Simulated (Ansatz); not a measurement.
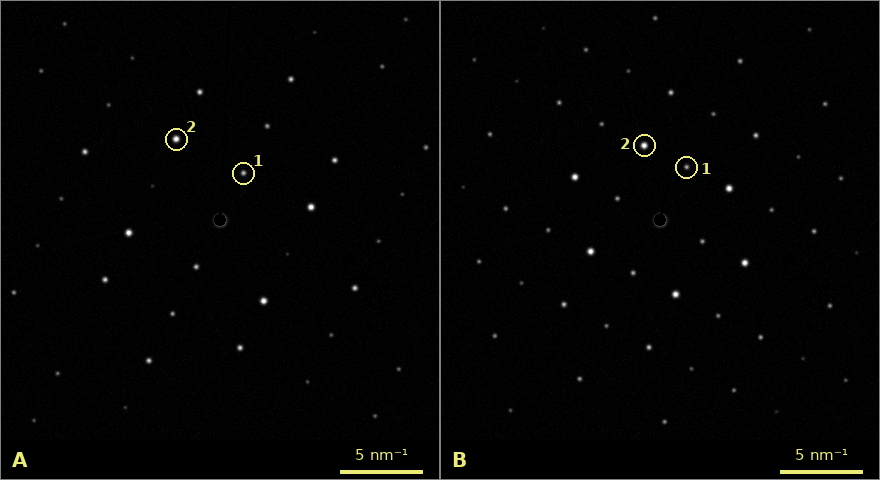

Kinematic electron diffraction patterns (200 kV, B = 0.5 Å², same scale) along [010] of the run's own cell, for the start and the end of one relaxation of Li2C with DFT PBE, scalar-relativistic, plane waves, PAW (Ansatz 0.2.0). k mesh 18×18×14. The start is a generated model structure, and the relaxation ends in the nearest stationary point of its symmetry, not necessarily the ground state. Spot 1 is -1 0 0 and spot 2 is -1 0 1 in both.

Start structure:

```
CELL_PARAMETERS angstrom
3.17129 0.00000 0.00000
-1.58565 2.74642 0.00000
0.00000 0.00000 3.42415
ATOMIC_POSITIONS crystal
Li 0.33333 0.66667 0.50000
Li 0.66667 0.33333 0.50000
C 0.00000 0.00000 0.00000
```

Which pattern belongs to the start structure, and which to the relaxed one?

B is the start: its cell gives d(1) = 2.746 Å, d(2) = 2.142 Å and an angle of 38.7°. A is the relaxed structure, with d(1) = 3.102 Å (+12.9 %), d(2) = 1.770 Å (-17.4 %) and 55.2°.

Name reflections whose intensity changes strongly on relaxation.

0 0 1 goes from 11 to 0.34 % of the strongest spot; 0 0 2 goes from 91 to 33 % of the strongest spot; 3 0 0 goes from 11 to 28 % of the strongest spot.

Summarise the relaxation behind the change.

The volume changed by -19.7 % to 7.98 Å³ an atom; the fractional coordinates hardly changed; the space group stayed P6/mmm (No. 191); the free energy fell by 780 meV an atom. Relaxed cell: a = 3.582 Å, b = 3.582 Å, c = 2.155 Å, α = 90.00°, β = 90.00°, γ = 120.00°.
